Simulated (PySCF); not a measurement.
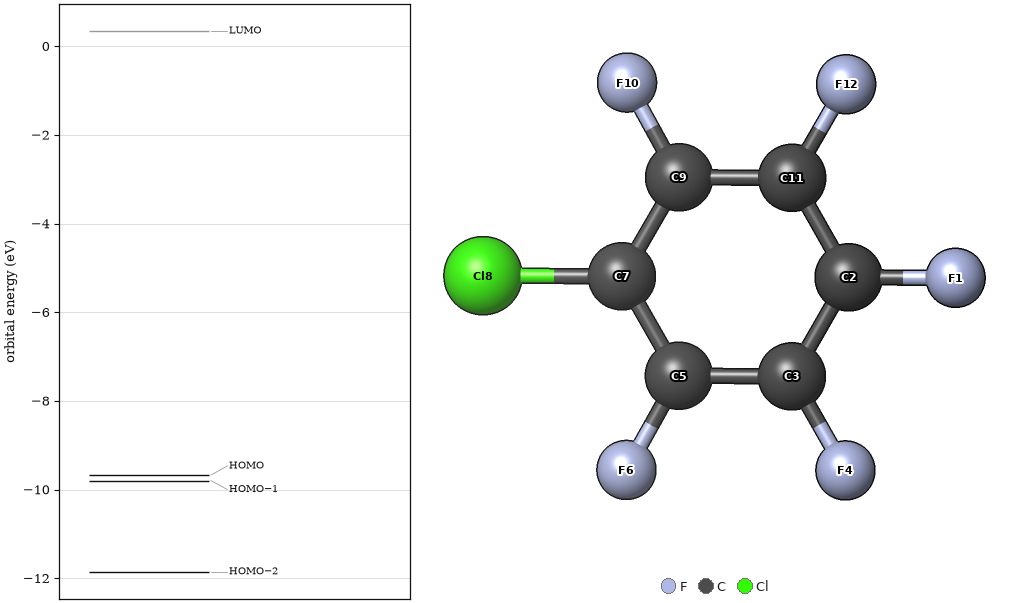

C₆ClF₅ (1-chloropentafluorobenzene), SMILES Fc1c(F)c(F)c(Cl)c(F)c1F. Kohn-Sham orbital energies near the frontier, ωB97X-D/def2-SVPD, PySCF 2.14.0, at a PBE0-D3(BJ)/def2-SVP geometry (no frequency check), isolated molecule; empty levels in grey, levels within 0.03 eV side by side.

Q: Where do the frontier orbitals lie?

A: HOMO at −9.67 eV, LUMO at 0.34 eV, 10.02 eV apart.

Q: How far below the HOMO does the next level lie?

A: 0.13 eV.

Q: List the levels with the atoms that carry most of them (a dash for levels above zero or within 0.03 eV of another, where shares mean little).

A:
```tsv
orbital	energy (eV)	Löwdin shares
LUMO	0.34	–
HOMO	−9.67	Cl8 22 %, C7 20 %, C2 17 %
HOMO−1	−9.80	C3/C11 16 % each, C9/C5 16 % each
HOMO−2	−11.86	Cl8 82 %, C7 9 %
```

Known limits of this run: empty levels above zero depend strongly on the basis.
